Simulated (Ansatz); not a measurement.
**Resistivity from frozen vibrations: Cu(111) with 4 thermally displaced layers, 2x2**

Wanted: the phonon-limited resistivity of Cu at 400 K by the Landauer route.

Program: Ansatz 0.2.0. Level of theory: Ansatz plane-wave DFT, PBE, PAW files; ballistic transport by layer matching (Landauer), zero bias; PAW set soft_1. Results are calculated unless marked as measured.

## (1) Starting point

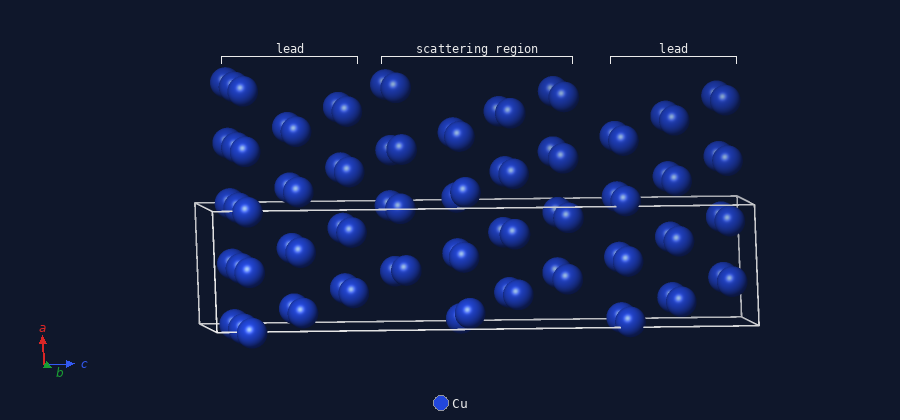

Start, viewed from the side, with the c axis across the page; copper blue. 2×1×1 cells are drawn. Some periodic images of atoms are drawn too.

The cell holds 40 atoms: 40 Cu. Cell: a = 5.112 Å, b = 5.112 Å, c = 20.923 Å, α = 93.5°, β = 86.5°, γ = 120.0°. It derives from Cu. Regions: lead, 24 atoms (24 Cu); scattering region, 16 atoms (16 Cu). The structure is stacked along c, and the current runs across the ab planes.

## (2) With 4 displaced layers

Each atom of 4 layers is moved at random, by amounts drawn from a normal law 0.0891 Å wide in each direction from the Debye model (343 K) at 400 K. The layers about the cell's end stay perfect and serve as the lead. Disorder leaves little or no symmetry, which makes such runs dear. Energies from -0.05 to 0.05 eV in steps of 0.05 eV are too few for the program's thermal sum, so it prints no conductance; for a metal the transmission near the Fermi level serves, at a fraction of the cost.

input.yaml

```yaml
crystal:
  lattice:
    - [5.1123254594, 0.0, 0.0]
    - [-2.5561627297, 4.4274037203, 0.0]
    - [1.2780813649, -0.73790062, 20.8709812911]
  atoms:
    - { symbol: Cu, position: [0.9916666667, 0.0083333333, 0.05] }
    - { symbol: Cu, position: [0.9916666667, 0.5083333333, 0.05] }
    - { symbol: Cu, position: [0.4916666667, 0.0083333333, 0.05] }
    - { symbol: Cu, position: [0.4916666667, 0.5083333333, 0.05] }
    - { symbol: Cu, position: [0.1416666667, 0.3583333333, 0.15] }
    - { symbol: Cu, position: [0.1416666667, 0.8583333333, 0.15] }
    - { symbol: Cu, position: [0.6416666667, 0.3583333333, 0.15] }
    - { symbol: Cu, position: [0.6416666667, 0.8583333333, 0.15] }
    - { symbol: Cu, position: [0.2916666667, 0.2083333333, 0.25] }
    - { symbol: Cu, position: [0.2916666667, 0.7083333333, 0.25] }
    - { symbol: Cu, position: [0.7916666667, 0.2083333333, 0.25] }
    - { symbol: Cu, position: [0.7916666667, 0.7083333333, 0.25] }
    - { symbol: Cu, position: [0.9643989709, 0.087473815, 0.3423714831] }
    - { symbol: Cu, position: [0.9711645613, 0.5568113923, 0.3465836962] }
    - { symbol: Cu, position: [0.4169276696, 0.0363756476, 0.3490449238] }
    - { symbol: Cu, position: [0.4616294683, 0.5705455962, 0.3527257967] }
    - { symbol: Cu, position: [0.0452003317, 0.3778137383, 0.4566355072] }
    - { symbol: Cu, position: [0.1296728113, 0.953145359, 0.4551665113] }
    - { symbol: Cu, position: [0.5862970488, 0.4346548003, 0.452683554] }
    - { symbol: Cu, position: [0.5871574339, 0.8918301947, 0.4500118729] }
    - { symbol: Cu, position: [0.2479991955, 0.2763898378, 0.5505316635] }
    - { symbol: Cu, position: [0.2611644639, 0.7430772335, 0.5520118407] }
    - { symbol: Cu, position: [0.7425042287, 0.2400923082, 0.5449554104] }
    - { symbol: Cu, position: [0.7646616717, 0.7686344208, 0.5493060226] }
    - { symbol: Cu, position: [0.8915747328, 0.0949074228, 0.6510178646] }
    - { symbol: Cu, position: [0.882315186, 0.6128357392, 0.6542110892] }
    - { symbol: Cu, position: [0.3950350956, 0.1247042962, 0.6455834579] }
    - { symbol: Cu, position: [0.3729716247, 0.5807876959, 0.6495704477] }
    - { symbol: Cu, position: [0.0416666667, 0.4583333333, 0.75] }
    - { symbol: Cu, position: [0.0416666667, 0.9583333333, 0.75] }
    - { symbol: Cu, position: [0.5416666667, 0.4583333333, 0.75] }
    - { symbol: Cu, position: [0.5416666667, 0.9583333333, 0.75] }
    - { symbol: Cu, position: [0.1916666667, 0.3083333333, 0.85] }
    - { symbol: Cu, position: [0.1916666667, 0.8083333333, 0.85] }
    - { symbol: Cu, position: [0.6916666667, 0.3083333333, 0.85] }
    - { symbol: Cu, position: [0.6916666667, 0.8083333333, 0.85] }
    - { symbol: Cu, position: [0.8416666667, 0.1583333333, 0.95] }
    - { symbol: Cu, position: [0.8416666667, 0.6583333333, 0.95] }
    - { symbol: Cu, position: [0.3416666667, 0.1583333333, 0.95] }
    - { symbol: Cu, position: [0.3416666667, 0.6583333333, 0.95] }
kpoints:
  mp_grid: { grid: [5, 5, 1] }
hamiltonian:
  xc: pbe
  pseudopotentials: { kind: paw, azcp: { folder: soft_1 } }
scf:
  occupations: { method: fermi_dirac, width: 0.1 }
output:
  transmission:
    leads: [[0, 4]]
    kmesh: [10, 10]
    e_range: [-0.05, 0.05]
    de: 0.05
  write_potential: true
  write_density: true
  volumetric_format: npy
  elf: true
```

The run is started by

```console
ansatz run input.yaml --threads 4 --pin off --max-ram 15360MiB --backend cpu --events-out ev --progress --plain --runs-dir out
```

Numbers of over 12 decimals in the logs are rounded to 6 here.

What it wrote:

```text
Engine: ansatz 0.2.0, aarch64-unknown-linux-gnu
Pseudopotentials: kind: paw
Pseudopotential: Cu, paw, valence charge 19, recommended cutoff 420 eV (normal), soft_1/Cu.paw.azcp
Functional definition: PBE
  parameter kappa = 0.804
  parameter beta = 0.066725
  exchange = pbe_x(kappa = kappa, mu = beta*pi^2/3)
  correlation = pbe_c(beta = beta)
Crystal: 40 atoms, lattice volume = 472.401 Å³
Basis set: ecut = 420 eV, 9295 PW (Γ)
Bands: 456, of which v1, the nominal top of the filled ones, is band 380 counted from 1 (379 counted from 0)
Symmetry: 1 space group operations
Space group: P1 (ITA 1), of the structure as read, at distance tolerance 7.8e-5 Å
k-points: 13 of 25 (time reversal used)
Non-local potential: Cu, projectors of the file, l = 0: 3, l = 1: 2, l = 2: 3, l = 3: 1
PAW form: soft (Blöchl's): semilocal exchange-correlation on the pseudo side does not see the compensation charge
PAW one-centre angular grid: Cu, 590 points (default); XC on 64 Gauss nodes
Initial density: superposition of atomic densities (chi_scale 0.1, normalization cell)
Initial wavefunctions: pseudopotential atomic-orbital guess
Functional: x = pbe(κ = 0.804, μ = 0.219515), c = pbe(β = 0.066725)
SCF iter   1: F=—  HF=-265042.525482 eV  |F-HF|=—  |Δ(HF+E_count)|=         —  Δρ=2.67e-1  dr2=2.02e2  ethr=3.10e-3  ⟨swp⟩=4.9  Hψ=17996  notcnv=0  defer=15
preconditioner: auto → Kerker (q_TF=auto, 2.953 Å⁻¹)  [metal: Δε(μ)=0.009 eV  Ē_g=9.131 eV  σ=0.100 eV  W_gap=0.02  n_scr=218 (ndim 8)  ℏωp=35.8 eV  f_vac=0.000  D(μ)=22.86/eV (n_scr^D=218)]
SCF iter   2: F=—  HF=-265012.389933 eV  |F-HF|=—  |Δ(HF+E_count)|=    3.01e1  Δρ=7.30e-2  dr2=1.97e1  ethr=3.10e-3  ⟨swp⟩=2.0  Hψ=11059  notcnv=0  defer=696
SCF iter   3: F=—  HF=-265007.062547 eV  |F-HF|=—  |Δ(HF+E_count)|=    5.33e0  Δρ=4.45e-2  dr2=7.49e0  ethr=2.59e-3  ⟨swp⟩=2.0  Hψ=7033  notcnv=0  defer=710
SCF iter   4: F=—  HF=-265005.694349 eV  |F-HF|=—  |Δ(HF+E_count)|=    1.37e0  Δρ=8.78e-3  dr2=2.26e-1  ethr=9.85e-4  ⟨swp⟩=2.0  Hψ=8187  notcnv=0  defer=710
SCF iter   5: F=—  HF=-265006.035605 eV  |F-HF|=—  |Δ(HF+E_count)|=   3.41e-1  Δρ=3.35e-3  dr2=5.19e-2  ethr=2.97e-5  ⟨swp⟩=2.2  Hψ=9958  notcnv=0  defer=714
SCF iter   6: F=—  HF=-265006.038645 eV  |F-HF|=—  |Δ(HF+E_count)|=   3.04e-3  Δρ=1.09e-3  dr2=4.93e-3  ethr=6.83e-6  ⟨swp⟩=2.2  Hψ=10091  notcnv=0  defer=714
SCF iter   7: F=—  HF=-265006.041272 eV  |F-HF|=—  |Δ(HF+E_count)|=   2.63e-3  Δρ=2.50e-4  dr2=2.35e-4  ethr=6.49e-7  ⟨swp⟩=2.0  Hψ=10127  notcnv=0  defer=714
SCF iter   8: F=—  HF=-265006.041297 eV  |F-HF|=—  |Δ(HF+E_count)|=   2.52e-5  Δρ=9.65e-5  dr2=3.53e-5  ethr=3.09e-8  ⟨swp⟩=2.1  Hψ=9328  notcnv=0  defer=714
SCF iter   9: F=—  HF=-265006.041260 eV  |F-HF|=—  |Δ(HF+E_count)|=   3.69e-5  Δρ=7.45e-5  dr2=2.78e-5  ethr=4.64e-9  ⟨swp⟩=2.0  Hψ=10161  notcnv=0  defer=714
SCF iter  10: F=—  HF=-265006.041257 eV  |F-HF|=—  |Δ(HF+E_count)|=   3.15e-6  Δρ=1.55e-5  dr2=3.12e-6  ethr=3.66e-9  ⟨swp⟩=2.0  Hψ=10075  notcnv=0  defer=714
SCF iter  11: F=—  HF=-265006.041257 eV  |F-HF|=—  |Δ(HF+E_count)|=   6.29e-8  Δρ=3.14e-6  dr2=2.73e-7  ethr=4.10e-10  ⟨swp⟩=1.2  Hψ=5214  notcnv=0  defer=714
SCF iter  12: F=-265006.041257 eV  HF=-265006.041257 eV  |F-HF|=1.36e-8  |Δ(HF+E_count)|=   1.29e-8  Δρ=2.45e-6  dr2=2.33e-8  ethr=1.32e-11  ⟨swp⟩=7.1  Hψ=20436  notcnv=0
SCF 1 converged in 12 iterations: F = -265006.041257 eV  dr2 = 2.33e-8
  greatest PAW one-centre occupation: 1.000 electrons in one spin orbital (limit 2), on the Cu atom at site 17 (counted from 0), in its partial waves of l = 0
transmission: 162 of 1612 steps passed
transmission: 324 of 1612 steps passed
[...]
transmission: 1612 of 1612 steps passed
SCF converged after 12 iterations
Free energy (F): -265006.041257 eV
Harris-Foulkes:  -265006.041257 eV  (|F-HF|=1.36e-8)
Internal energy: -265005.543678 eV  (E = F + TS)
E sigma→0 (E₀):  -265005.792467 eV
Entropy (-TS):   -0.497579 eV (-12.439 meV/atom)
Fermi energy:    16.340340 eV
--- Per-component energies (eV) ---
  E_band       = -14698.739169
  E_kinetic    = 10477.176079
  E_local      = -180723.885776  (includes V_loc(G=0)·N_el)
  E_nonlocal   = 35592.542545
  E_hartree    = 76586.730557
  E_xc         = -2762.335344
  E_vxc        = -3567.035028  (∫ρ·V_xc dr)
  E_paw        = -72597.110464  (= ΣΔE_a)
  E_vpaw       = -29651.098316  (= ΣTr[D̂ρ^β])
  E_aug_tail   = 0.040604  (compensation charges beyond the density's cutoff)
  E_ewald      = -131578.701879
  E_smearing   = -0.497579  (= −TS)
  E_closure    = -0.000000  (closes the sum)
  Σ components = -265006.041257   (vs F -265006.041257, Δ=0.00e0)
--- Band table (eV; the first three rows and the last of 13) ---
  k-point 0: bands = [... 376 lower, 16.2375, 16.6685, 16.6698, 16.7160, 16.7263, 16.9560, 17.0835, 17.2204, ... 72 higher]
  k-point 1: bands = [... 376 lower, 15.9548, 16.0818, 16.1072, 16.2501, 16.3813, 16.4712, 16.4894, 16.5520, ... 72 higher]
  k-point 2: bands = [... 376 lower, 16.1151, 16.1452, 16.1882, 16.2281, 16.2863, 16.3929, 16.5498, 16.6658, ... 72 higher]
  k-point 12: bands = [... 376 lower, 15.3337, 15.9928, 16.0769, 16.2875, 16.3513, 16.6199, 16.8409, 17.6093, ... 72 higher]
--- Transmission ---
  basis      : 199 plane waves across, 31 finite elements along
  points     : 52, standing for a mesh of 10 x 10
  energies   : 3 from -0.050000 to 0.050000 eV about the Fermi level, 0.050000 eV apart; the leads are filled to 0.000000 eV, and channels, transmission and decay are at 0.000000 eV
  crystal 0  : Cu4, at the sites [0, 4], period 2.0871 Å, over 12.52 Å; its Hamiltonian steps by up to 3.0 meV
    offset         : up to 0.0000 Å between an atom of the period and one for which it stands
    channels       : 3.210000e0 a spin
    conductance    : none, the energies end too early or step too widely for 300 K: set another output.transmission.e_range or a lower de, or, where they end at an eighth of basis.ecutwfc, a higher one
  junction   : crystal 0 to crystal 0, 0.70 to 19.48 Å
    transmission   : 3.047874e0 a spin
    conductance    : none, the energies end too early or step too widely for 300 K: set another output.transmission.e_range or a lower de, or, where they end at an eighth of basis.ecutwfc, a higher one
```

It took 8.8 min on 4 threads of Arm Neoverse V1, shared host; peak memory 4.9 GiB; 34 min of CPU time.

This step gave:

```
free energy                                    : -265006.0413 eV
energy at zero smearing                        : -265005.7925 eV
Fermi energy                                   : 16.34 eV
cell area                                      : 22.63 Å²
transmission per spin nearest the Fermi level  : 3.048
open channels per spin nearest the Fermi level : 3.21
step of the lead's potential                   : 3 meV
```

Per spin. Table of transmission, zone mean by energy, zero at the Fermi level:

```
energy (eV)  transmission, zone mean
    -0.0500                     3.03
     0.0000                     3.05
     0.0500                     3.06
```

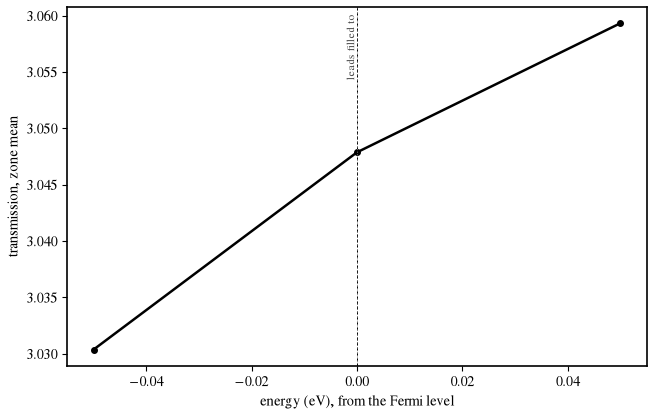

Transmission, zone mean against energy.

Per spin. The open channels, zone mean, lead stays at 3.21 for energy from -0.05 to 0.05 eV.

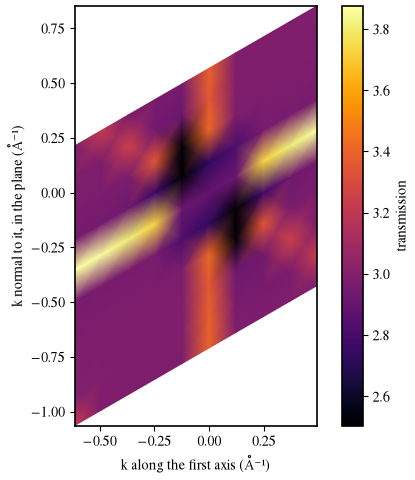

Transmission over k1 and k2. At 0.0000 eV from the Fermi level.

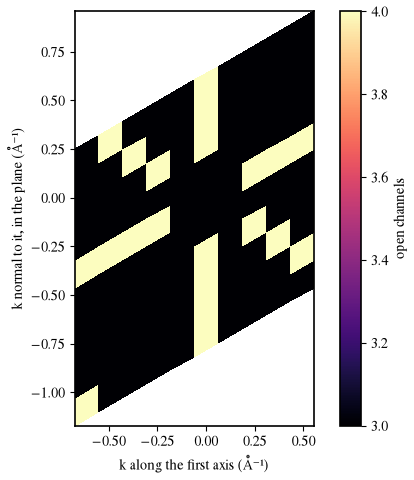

Open channels over k1 and k2. At 0.0000 eV from the Fermi level.

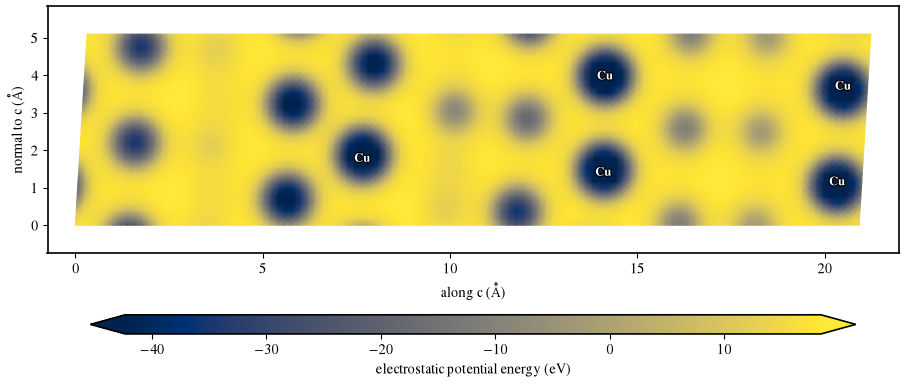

Electrostatic potential energy in the ca plane at fractional y = 0.125, with atoms of Cu within 0.2 Å of it. With pseudopotentials it is smooth inside the atoms' cores, unlike the true potential. The map starts off the cell's origin, so that atoms lie inside it.

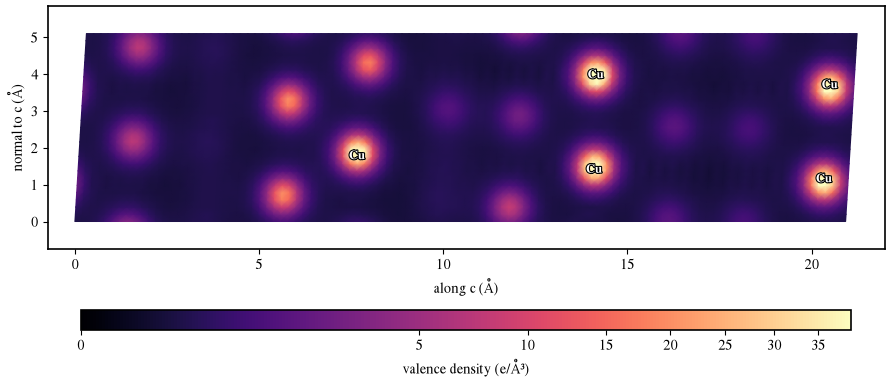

Valence density in the ca plane at fractional y = 0.125, with atoms of Cu within 0.2 Å of it. It is the smooth field of the valence electrons, not physical close to the nuclei. The map starts off the cell's origin, so that atoms lie inside it. The colour scale is stretched toward low values.

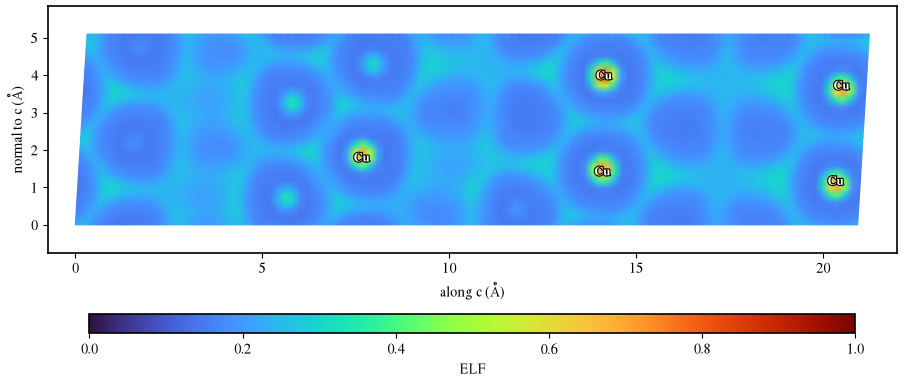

ELF in the ca plane at fractional y = 0.125, with atoms of Cu within 0.2 Å of it. It is the smooth field of the valence electrons, not physical close to the nuclei. The map starts off the cell's origin, so that atoms lie inside it.

Over the solved energies the transmission per spin lies between 3.03 and 3.06, out of 3.21 channels of the lead on average (up to 3.21).

[end of part 1 of 2]

[Logs are printed without paths, hosts, clocks, repeated set-up lines and the standing remarks that a program may print on its own settings, such as how far it seeks lower states.]

[Hosts, paths, dates, database ids (printed as entryN), source tags and the programs' standing remarks are cut or masked in the printed files.]
